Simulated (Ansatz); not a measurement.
The reference is CdSiP₂ in the chalcopyrite structure (space group I-42d, No. 122; a = 5.644 Å, c = 10.500 Å).

Now apply this change: a hydrostatic pressure of 2.1 GPa.

All numbers come from DFT with PBEsol, PAW potentials and a 420 eV plane-wave cutoff in Ansatz (a quantum-chemistry and plane-wave program), no spin-orbit coupling, earlier PAW set.

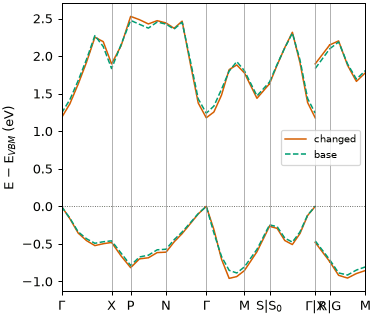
*Highest valence and lowest conduction band along the path, each from its own valence-band maximum*

The gap is 1.18 eV, direct at Γ; the base has 1.24 eV.

Load acts through the strain it causes; cell and atoms are relaxed under it. Semilocal Kohn–Sham gaps tend to fall short of experiment. Whether these cells are dynamically stable was not tested.
